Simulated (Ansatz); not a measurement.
## Run report: C₇H₇F₆GaO₂ (charge +1), single-point calculation

C₇H₇F₆GaO₂ (GaMe2(hfac)), charge +1, multiplicity 2, computed with UKS PBE0-D4/def2-TZVP (Ansatz 0.2.0).

The geometry comes from this level: PBE-D4/def2-SVP.

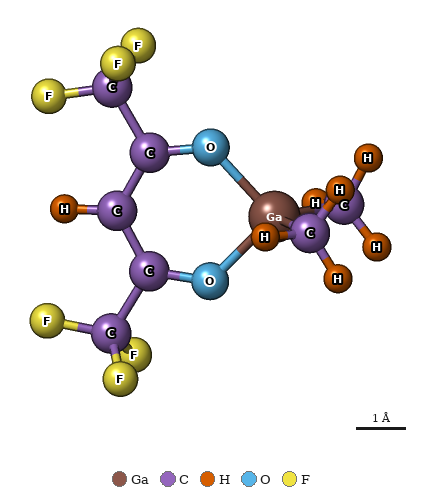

Figure 1. The input geometry (ball-and-stick view, seen at a tilt). Sticks mark near contacts. Bond lengths as drawn: C–C 1.41 to 1.55 Å, C–F 1.34 Å, C–Ga 2.03 Å, C–H 1.10 to 1.11 Å, C–O 1.28 Å and Ga–O 1.93 Å.

**Results in brief**

- outcome: converged
- total energy: −80116.4695 eV
- mean-field energy: −80115.8933 eV
- dispersion energy: −0.5763 eV
- ⟨S²⟩: 0.763
- SCF solution under orbital rotations: stable
- HOMO (either spin): −12.56 eV
- LUMO (either spin): −10.23 eV
- hardware: 2 CPU threads, shared host
- wall time: 6 s (CPU time 7.2 s)
- peak memory: 1 GiB

**Input**
```yaml
crystal:
  periodic: [false, false, false]
  atoms:
    - {symbol: Ga, position_ang: [1.174372, -0.045171, 0.927476]}
    - {symbol: C, position_ang: [0.955995, -0.030517, 2.945599]}
    - {symbol: H, position_ang: [-0.140618, 0.035427, 3.082404]}
    - {symbol: H, position_ang: [1.500910, 0.860364, 3.306901]}
    - {symbol: H, position_ang: [1.390076, -0.980922, 3.305735]}
    - {symbol: C, position_ang: [3.100598, -0.111135, 0.303408]}
    - {symbol: H, position_ang: [3.011538, -0.240969, -0.792599]}
    - {symbol: H, position_ang: [3.570057, -0.972651, 0.811284]}
    - {symbol: H, position_ang: [3.543023, 0.858261, 0.598109]}
    - {symbol: O, position_ang: [0.183197, 1.385042, 0.086564]}
    - {symbol: C, position_ang: [-0.823545, 1.264263, -0.698144]}
    - {symbol: C, position_ang: [-1.395562, 2.615147, -1.193647]}
    - {symbol: F, position_ang: [-0.433768, 3.274739, -1.850942]}
    - {symbol: F, position_ang: [-1.785179, 3.331575, -0.131624]}
    - {symbol: F, position_ang: [-2.441354, 2.420774, -2.009067]}
    - {symbol: C, position_ang: [-1.408092, 0.048766, -1.112536]}
    - {symbol: C, position_ang: [-0.919273, -1.205884, -0.690493]}
    - {symbol: C, position_ang: [-1.584240, -2.511224, -1.192233]}
    - {symbol: F, position_ang: [-1.937633, -3.253479, -0.137111]}
    - {symbol: F, position_ang: [-0.693816, -3.182633, -1.935311]}
    - {symbol: F, position_ang: [-2.668254, -2.240503, -1.932570]}
    - {symbol: O, position_ang: [0.073896, -1.399463, 0.096815]}
    - {symbol: H, position_ang: [-2.272318, 0.080185, -1.788018]}
basis:
  gaussian: {orbitals: def2-TZVP, fitting: {mean_field: def2-universal-jkfit}, initial_orbitals: start.molden}
total_charge: 1
magnetization: {spin_polarized: true, initial_magnetization: 1}
hamiltonian: {xc: pbe0, dispersion: d4}
scf: {omitted_lower_state_checks: [starts]}
output: {orbitals: {seedname: orbitals}}
```

Launch command:
```bash
ansatz run in.yaml --threads 2 --pin off --events-out ev --progress --plain --max-ram 32768MiB --backend cuda --devices 0, --max-vram 18GiB
```

**What the program printed**
```
Functional definition: PBE0
  name "PBE0"
  cite "Adamo & Barone, J. Chem. Phys. 110, 6158 (1999) doi:10.1063/1.478522"
  cite "Perdew, Burke & Ernzerhof, Phys. Rev. Lett. 77, 3865 (1996) doi:10.1103/PhysRevLett.77.3865"
  parent pbe
  parameter a = 0.25
  parameter kappa = 0.804
  parameter beta = 0.06672455060314922
  exchange = (1 - a)*pbe_x(kappa = kappa, mu = beta*pi^2/3) + a*exact_x
  correlation = pbe_c(beta = beta)
these checks for a lower state are left out or cut short: starts
1533 factors; integrals over basis functions are off by at most 1.6e0 eV
mean field evaluation 1: about -80101.6842 eV, gradient 2.5e2 eV
mean field evaluation 2: about -80115.3728 eV, gradient 1.2e1 eV
mean field evaluation 4: about -80115.8991 eV, gradient 4.5e-2 eV
mean field evaluation 8: about -80115.8932 eV, gradient 1.8e-5 eV
mean field -80115.89321179 eV, -2944.2047710306 hartree, gradient 1.8e-5 eV, S^2 0.763332; 0 other end points of the search recorded, 0 dependent functions left out
reference -80115.89325008 eV, -2944.2047724375 hartree; 75, 74 occupied and 480, 481 virtual orbitals, 1533 factors
Total energy: -80116.46952430 eV, -2944.2259501246 hartree
Checks for a lower state left out: starts
```

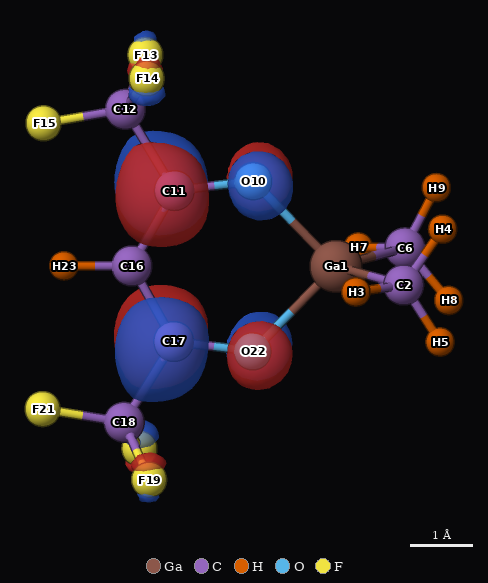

Figure 2. The LUMO (α) at ±0.15 Å⁻³ᐟ² (red and blue are the two phases), seen at a tilt. By Hirshfeld shares it lies mainly on C17 (25 %), C11 (25 %), O22 (10 %), O10 (10 %) and C16 (10 %). Its energy is −7.46 eV.

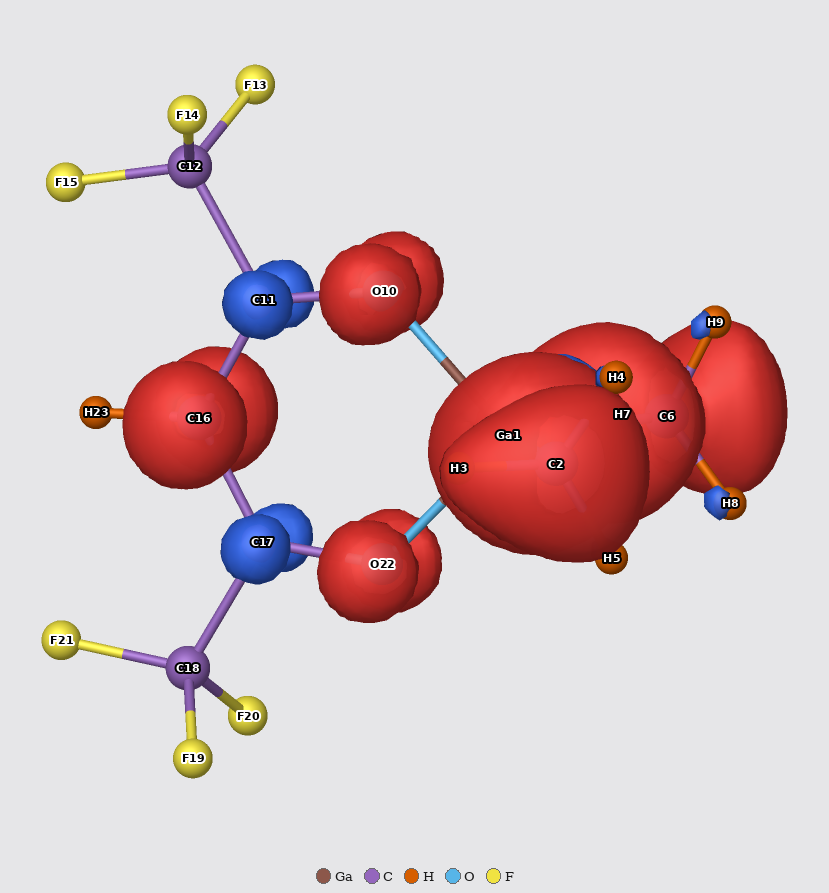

Figure 3. Isosurfaces of the spin density at +0.015 (red) and −0.015 e/Å³ (blue), seen at a tilt. The unpaired spin (1 electron) lies mostly on C2 (about 0.3), C6 (about 0.3), Ga1 (about 0.1) and C16 (about 0.1), in electrons by Hirshfeld's partition.

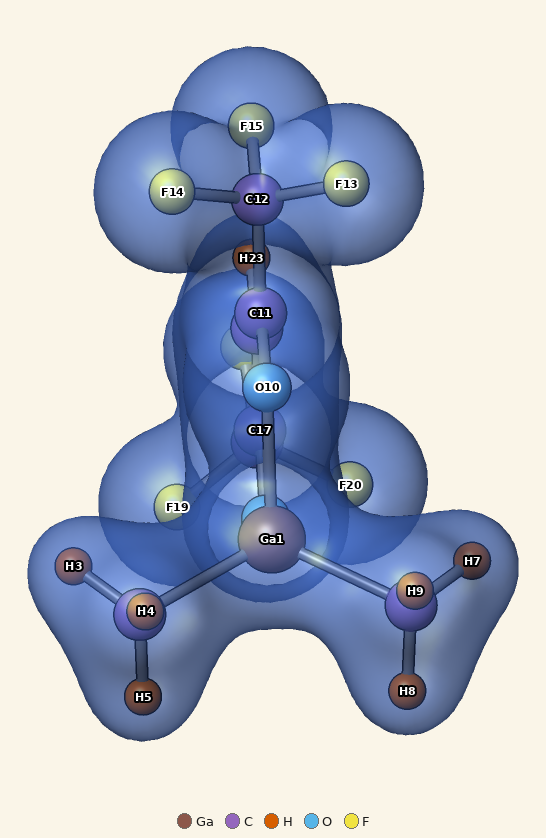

Figure 4. Isosurface of the electron density at 0.2 e/Å³ (blue), seen at an oblique angle. At this value the surface is in one piece. On the grid the lowest density along these lines, outside the cores, is 2.4 e/Å³ (C–O, 1.28 Å), 1.9 e/Å³ (C–F, 1.34 Å), 2.1 e/Å³ (C–C, 1.41 Å) and 0.62 e/Å³ (Ga–O, 1.93 Å).

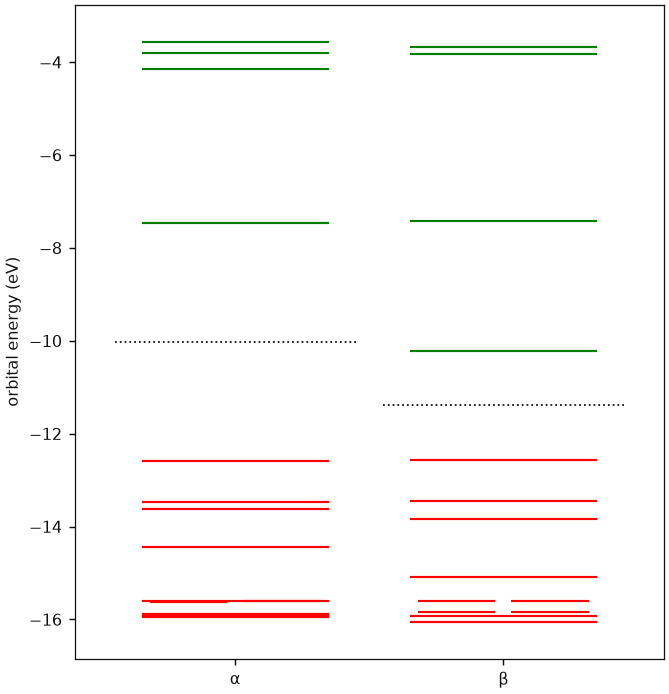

Figure 5. Orbital energies near the frontier for α and β spins; the dotted line parts filled from empty levels, and levels within 0.02 eV of each other stand side by side. α: highest filled −12.59 eV, lowest empty −7.46 eV, 5.13 eV apart; β: highest filled −12.56 eV, lowest empty −10.23 eV, 2.33 eV apart.
